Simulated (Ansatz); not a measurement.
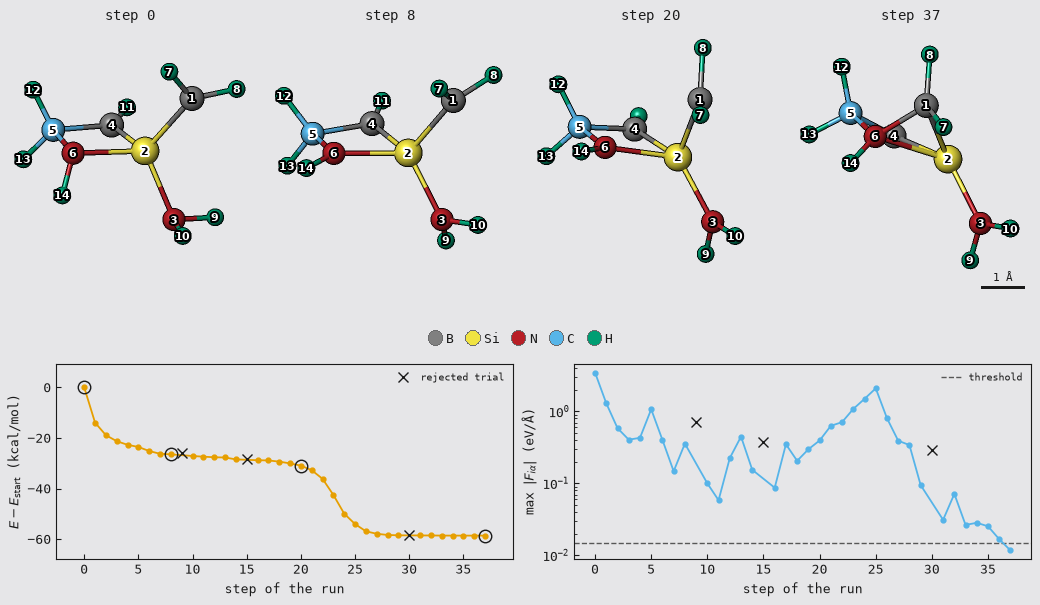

Frames of a relaxation of CH$_{8}$B$_{2}$N$_{2}$Si, marked on the history of the run. The picture is a ball-and-stick view, seen at a tilt.

The run prepares an end point of a later path (torsion) calculation, from a guessed geometry.

The calculation used RKS PBE/def2-SVP in Ansatz 0.2.0. (no spin polarisation; force threshold 0.015 eV/Å; at most 40 steps)

Describe the path.

H8 moves most after the best rigid fit: 2.21 Å. Largest moves by element: H 2.21 Å, B 1.09 Å, Si 0.74 Å, N 0.66 Å, C 0.57 Å. Among the contacts that change: B1–N6 3.140 → 1.529 Å, Si2–N6 1.771 → 2.039 Å, Si2–B4 1.860 → 1.960 Å, B1–Si2 1.979 → 2.074 Å. New bonds form: B1–N6 (3.14 → 1.53 Å). Among the angles between lasting bonds that change: B1–Si2–N6 113.6° → 43.6°, Si2–N6–H14 106.1° → 125.2°, N3–Si2–B4 112.2° → 130.7°. The energy falls by 58.6 kcal/mol in 34 accepted moves (37 points after the start). The largest force component goes from 3.5 to 0.012 eV/Å. The line search rejected the trial steps at points 9, 15, 30 of the run. Cost: 120 s on 2 threads of Arm Neoverse V1 (shared host), peak memory 0.17 GiB. From step 0 to 8: H atoms move most (0.90 Å), energy −26.5 kcal/mol. From step 8 to 20: H8 moves most (1.38 Å), energy −4.46 kcal/mol. From step 20 to 37: B1 moves most (0.78 Å), energy −27.7 kcal/mol.
